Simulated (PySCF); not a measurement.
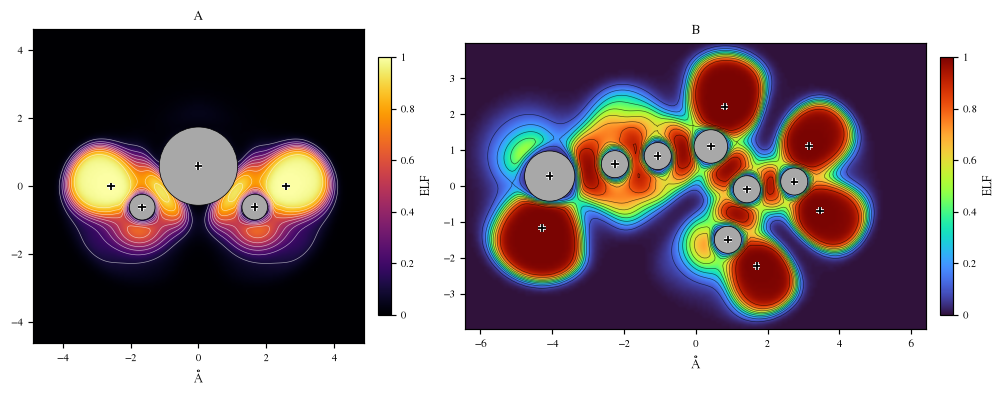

The electron localisation function of 2 systems, each on a plane through atoms (crosses mark nuclei in the plane; grey discs cover the cores).

Theory: CAM-B3LYP/def2-SVPD, SCF density, gas phase in PySCF.

System 1: C$_{5}$H$_{9}$BSi (SMILES C=C(C)BC#C[SiH3]), the plane of atoms H8, C1 and H9. Geometry: GFN2-xTB.

```tsv
atom	x (Å)	y (Å)	z (Å)
C	-2.9773	-0.7730	0.3802
C	-1.7394	-0.3104	0.1801
C	-1.5189	1.1588	-0.0546
B	-0.5158	-1.2734	0.1820
C	0.8616	-0.7340	-0.0765
C	1.9731	-0.2883	-0.2888
Si	3.6648	0.3773	-0.6115
H	-3.8441	-0.1273	0.3788
H	-3.1707	-1.8189	0.5509
H	-2.4549	1.7150	-0.0351
H	-0.8527	1.5610	0.7079
H	-1.0356	1.3132	-1.0188
H	-0.6614	-2.4197	0.3811
H	3.5629	1.8174	-0.8692
H	4.4884	0.1288	0.5750
H	4.2122	-0.3178	-1.7798
```

System 2: C$_{3}$H$_{9}$FTi (SMILES [CH3][Ti]([CH3])([CH3])[F]), the plane of atoms C7, Ti1 and C11. Geometry: PBE0-D3(BJ)/def2-SVP.

```yaml
atoms:
  - { symbol: Ti, position_ang: [0.0034, -0.0036, 0.6006] }
  - { symbol: F, position_ang: [0.0176, -0.0086, 2.3430] }
  - { symbol: C, position_ang: [1.9079, -0.0135, -0.1538] }
  - { symbol: H, position_ang: [2.4826, 0.8411, 0.2430] }
  - { symbol: H, position_ang: [1.8615, 0.0594, -1.2544] }
  - { symbol: H, position_ang: [2.4198, -0.9504, 0.1265] }
  - { symbol: C, position_ang: [-0.9518, 1.6585, -0.1245] }
  - { symbol: H, position_ang: [-2.0044, 1.6640, 0.2074] }
  - { symbol: H, position_ang: [-0.9193, 1.6488, -1.2276] }
  - { symbol: H, position_ang: [-0.4551, 2.5718, 0.2461] }
  - { symbol: C, position_ang: [-0.9624, -1.6537, -0.1370] }
  - { symbol: H, position_ang: [-2.0184, -1.6461, 0.1834] }
  - { symbol: H, position_ang: [-0.4820, -2.5760, 0.2306] }
  - { symbol: H, position_ang: [-0.9185, -1.6355, -1.2400] }
```

Q: Match each panel to its system.

A: Panel A is system 2, C$_{3}$H$_{9}$FTi: the plane holds Ti, C and H. C–Ti (2.05 Å): the ELF peaks at about 0.95 in the valence shell of C, 0.7 Å from its nucleus, and is about 0.60 at the midpoint. Panel B is system 1, C$_{5}$H$_{9}$BSi: the plane holds C, B, Si and H. C–C (1.22 Å): the ELF peaks at about 0.90 between the atoms (a multiple bond).
